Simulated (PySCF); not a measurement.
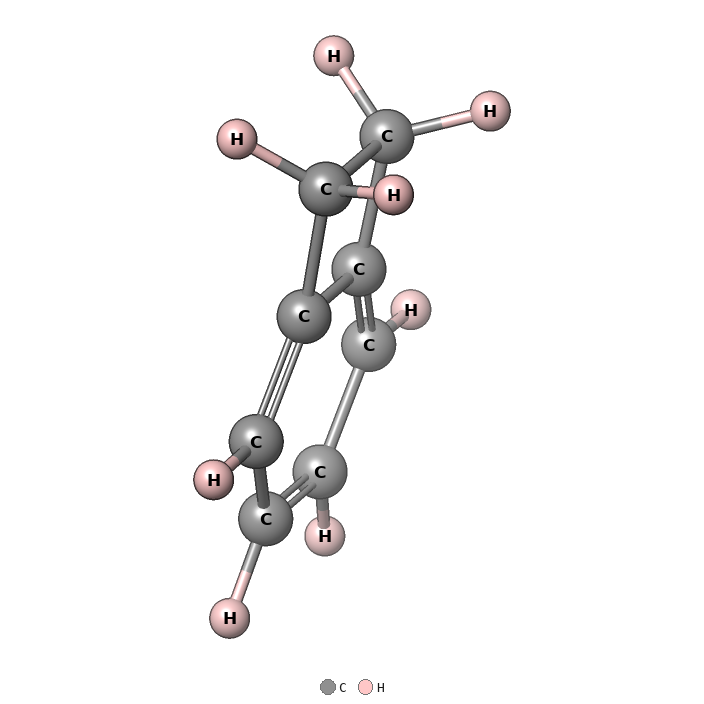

Atoms fade into the background with distance from the viewer. The computed structure is the end point of a GFN2-xTB optimisation. No frequency run is at hand to confirm it as a minimum.

**Which symmetry elements does this geometry have?**

It has 1 C2 axis and 2 mirror planes, so the point group is C2v. The group has 4 operations. The geometry is achiral, and symmetry allows a dipole moment.
